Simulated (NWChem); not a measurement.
# SnBrF3 (SMILES [F][Sn]([F])([F])[Br]) at 3 levels

We compute a comparison of 3 runs (HF/STO-3G, HF/3-21G, B3LYP/def2-TZVP) of SnBrF3. 

Program for the calculation: NWChem 7.3.0.

## Step 1: The molecule

The species is SnBrF3 (5 atoms), meant as a singlet with charge 0. SMILES: `[F][Sn]([F])([F])[Br]`. The shape is that of a PBE0-D4/def2-TZVP optimisation.

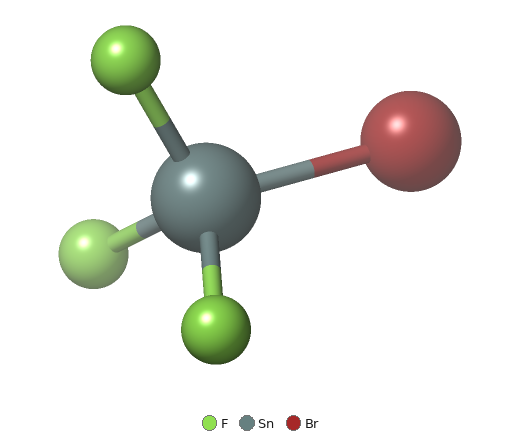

The structure, seen from a chosen angle (fluorine green, tin teal, bromine red).

## Step 2: Energy and gradient at HF/STO-3G (run 1)

File brf3sn.nw:

```
start brf3sn
title "BrF3Sn hf"
memory 2200 mb

geometry noautosym nocenter noautoz
F     -0.940400    -0.486200     1.573600
Sn     0.012700    -0.066300     0.003600
F      1.784700    -0.642600     0.281800
F     -0.696600    -1.153900    -1.361500
Br    -0.110600     2.275200    -0.539100
end

basis spherical bse
* library STO-3G
end

scf
thresh 1e-08
maxiter 80
end

task scf gradient
```

Run with:

```bash
$ nwchem brf3sn.nw > brf3sn.out
```

Log:

```text
[...]
  functions       =    60
[...]
  wavefunction    = RHF
[...]
         Total SCF energy =  -8802.162093354787
      One-electron energy = -14114.157469428668
      Two-electron energy =   4365.558461242323
 Nuclear repulsion energy =    946.436914831558
        Time for solution =      8.6s
[...]
                         RHF ENERGY GRADIENTS
    atom               coordinates                        gradient
                 x          y          z           x          y          z
   1 F      -1.777098  -0.918785   2.973673   -0.003420  -0.003903   0.006383
   2 Sn      0.024000  -0.125289   0.006803   -0.000850   0.016320  -0.003801
   3 F       3.372594  -1.214338   0.532525    0.006697  -0.004489   0.001576
   4 F      -1.316383  -2.180555  -2.572862   -0.002504  -0.006379  -0.004520
   5 Br     -0.209004   4.299505  -1.018751    0.000077  -0.001549   0.000362
[...]
```

Run time: 14 s. Hardware: 1 thread of Intel Xeon Platinum 8488C (Sapphire Rapids), shared host; peak memory 0.1 GiB.

## Step 3: Energy and forces at HF/3-21G (run 2)

File brf3sn.nw:

```
start brf3sn
title "BrF3Sn"
memory stack 880 mb heap 220 mb global 1100 mb
charge 0

geometry units angstrom noautosym nocenter noautoz
  F       -0.940400      -0.486200       1.573600
  Sn       0.012700      -0.066300       0.003600
  F        1.784700      -0.642600       0.281800
  F       -0.696600      -1.153900      -1.361500
  Br      -0.110600       2.275200      -0.539100
end

basis "ao basis" spherical bse
  * library 3-21G
end

scf
  singlet
  rhf
  thresh 1e-08
  maxiter 80
end

task scf gradient
```

Run with:

```bash
$ nwchem brf3sn.nw > brf3sn.out
```

Log:

```text
[...]
  functions       =    80
[...]
  wavefunction    = RHF
[...]
         Total SCF energy =  -8853.189850219145
      One-electron energy = -14144.881746286201
      Two-electron energy =   4345.254981235498
 Nuclear repulsion energy =    946.436914831558
        Time for solution =     12.3s
[...]
                         RHF ENERGY GRADIENTS
    atom               coordinates                        gradient
                 x          y          z           x          y          z
   1 F      -1.777098  -0.918785   2.973673   -0.007611  -0.001777   0.012051
   2 Sn      0.024000  -0.125289   0.006803   -0.001872   0.035741  -0.008305
   3 F       3.372594  -1.214338   0.532525    0.013903  -0.003017   0.001839
   4 F      -1.316383  -2.180555  -2.572862   -0.005674  -0.007045  -0.011128
   5 Br     -0.209004   4.299505  -1.018751    0.001254  -0.023902   0.005542
[...]
```

It took 18 s on 1 thread of Intel Xeon Platinum 8488C (Sapphire Rapids), shared host; peak memory 0.1 GiB.

## Step 4: Energy and forces at B3LYP/def2-TZVP (core potential) (run 3)

File calc.nw:

```
start calc
memory stack 880 mb heap 220 mb global 1100 mb

geometry noautosym nocenter noautoz
 F       -0.940400      -0.486200       1.573600
 Sn       0.012700      -0.066300       0.003600
 F        1.784700      -0.642600       0.281800
 F       -0.696600      -1.153900      -1.361500
 Br      -0.110600       2.275200      -0.539100
end

basis spherical bse
 F library def2-TZVP
 Sn library def2-TZVP
 Br library def2-TZVP
end

ecp bse
 Sn library def2-TZVP
end

dft
 xc b3lyp
 grid fine
 convergence energy 1e-08
 maxiter 100
 mulliken
end

task dft gradient
```

Run with:

```bash
$ nwchem calc.nw > calc.out
```

Log:

```text
[...]
          Wavefunction type:  closed shell.
          No. of atoms     :     5
          No. of electrons :    84
[...]
          Charge           :     0
          Spin multiplicity:     1
[...]
          AO basis - number of functions:   191
[...]
              XC Information
              --------------
                         B3LYP Method XC Potential
                     Hartree-Fock (Exact) Exchange  0.200
                        Slater Exchange Functional  0.800 local
                    Becke 1988 Exchange Functional  0.720 non-local
              Lee-Yang-Parr Correlation Functional  0.810
                  VWN I RPA Correlation Functional  0.190 local
[...]
 d= 0,ls=0.0,diis     1  -3088.1781167616 -3.61D+03  1.31D-02  2.02D+00    18.6
[...]
 d= 0,ls=0.0,diis     8  -3088.3589630684  9.82D-09  4.41D-06  1.35D-06   111.5
         Total DFT energy =    -3088.358963068418
      One electron energy =    -5410.605945838628
           Coulomb energy =     1944.681539526877
    Exchange-Corr. energy =     -141.052228155105
 Nuclear repulsion energy =      518.617671398438
[...]
      Total Density - Mulliken Population Analysis
     ---------------------------------------------
    Atom       Charge   Shell Charges
 -----------   ------   -------------------------------------------------------
    1 F    9     9.43   0.77  1.20  0.62  0.97  0.40  2.27  2.11  1.09  0.00  0.01  0.00
    2 Sn  22    20.48   0.28 -0.76  1.55  0.92  0.84  0.10 -0.40  6.37  0.71  0.27  0.07  8.93  1.19  0.25  0.01  0.16
    3 F    9     9.43   0.77  1.20  0.62  0.97  0.40  2.27  2.11  1.09  0.00  0.01  0.00
    4 F    9     9.43   0.77  1.20  0.62  0.97  0.40  2.27  2.11  1.09  0.00  0.01  0.00
    5 Br  35    35.22   2.00  2.01  1.16  0.78  1.08  0.94  6.00  5.92  1.35  2.70  1.24  8.95  1.02  0.03  0.03  0.00
[...]
  wavefunction    = closed shell
                         DFT ENERGY GRADIENTS
    atom               coordinates                        gradient
                 x          y          z           x          y          z
   1 F      -1.777098  -0.918785   2.973673    0.004031   0.002052  -0.006724
   2 Sn      0.024000  -0.125289   0.006803    0.000138  -0.002509   0.000569
   3 F       3.372594  -1.214338   0.532525   -0.007547   0.002713  -0.001245
   4 F      -1.316383  -2.180555  -2.572862    0.003004   0.004892   0.005741
   5 Br     -0.209004   4.299505  -1.018751    0.000374  -0.007149   0.001659
[...]
```

Run time: 2.8 min. Hardware: 1 thread of Intel Xeon Platinum 8488C (Sapphire Rapids), shared host; peak memory 0.15 GiB.

## Step 5: Overview of the runs

| run | level | iteration cap | module | energy (Eh) | dipole moment (D) | HOMO energy (eV) | LUMO energy (eV) | wall time |
| --- | --- | --- | --- | --- | --- | --- | --- | --- |
| 1 | HF/STO-3G | 80 | scf | -8802.162093 | 0.50 | -9.04 | 7.03 | 14 s |
| 2 | HF/3-21G | 80 | scf | -8853.189850 | 1.30 | -12.77 | 0.82 | 18 s |
| 3 | B3LYP/def2-TZVP (core potential) | 100 | dft | -3088.358963 | 2.20 | -9.66 | -3.79 | 2.8 min |

## Step 6: What came out

| quantity | value |
| --- | --- |
| run 3: total energy | -3088.35896 Eh |
| run 3: dipole moment | 2.20 D |
| run 3: HOMO energy | -9.66 eV |
| run 3: LUMO energy | -3.79 eV |
| run 3: HOMO–LUMO gap | 5.87 eV |
| run 3: largest force on an atom | 0.417 eV/Å |

The dipole moment (its size) runs from 0.50 D (HF/STO-3G) to 2.20 D (B3LYP/def2-TZVP). The two ends differ in method and basis and core potential. The two dipoles point in opposite directions. The HOMO–LUMO gap runs from 5.87 eV (B3LYP/def2-TZVP) to 16.06 eV (HF/STO-3G). Some runs of one species differ in core potentials or relativity; totals across that change don't compare. In run 1 the basis is minimal, so the values are rough. In runs 1, 2 relativity is left out where basis or elements ask for it. All runs together took 3.3 min, the longest 2.8 min.
